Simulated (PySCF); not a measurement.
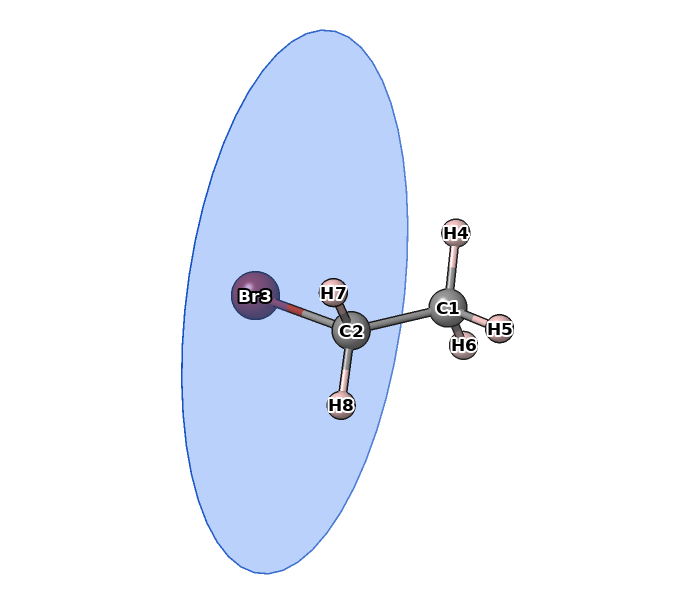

A disc through the centre of mass is drawn in. Atoms fade into the background with distance from the viewer. Computed geometry: PBE0-D3(BJ)/def2-TZVP optimisation. No frequency run is at hand to confirm it as a minimum.

Is the plane of the disc a mirror plane of the structure?

No. The point group is Cs, with 1 mirror plane, and this plane isn't one of its mirror planes.
